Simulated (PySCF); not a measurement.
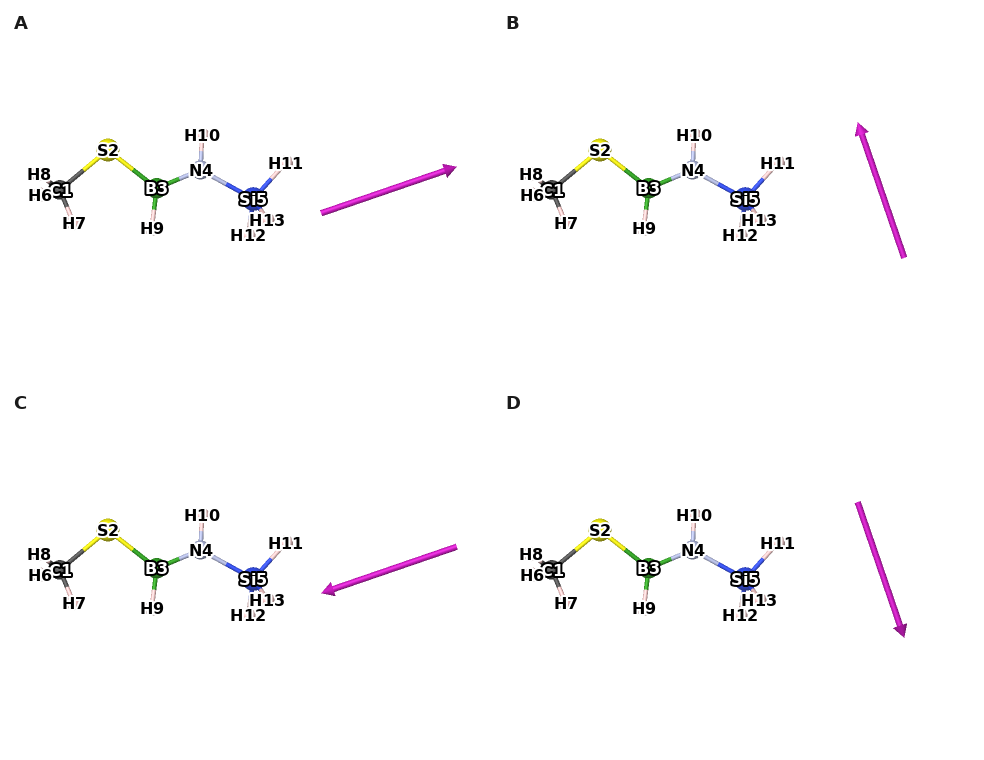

The same molecule four times, each with an arrow. The geometry was computed by an optimisation with GFN2-xTB. No frequency run is at hand to confirm it as a minimum. Method: CAM-B3LYP/def2-SVPD, gas phase (PySCF 2.14.0).

> Which arrow points along the dipole moment, from the negative to the positive end?

D. The dipole moment is 0.50 D; it points from the side of S2, H8 to the side of H12 (the outermost atoms at the two ends).

The geometry is semi-empirical. Around B, Si such bond lengths and angles can be off by a tenth of an ångström or more and by several degrees, and values that hang on the shape move with them.
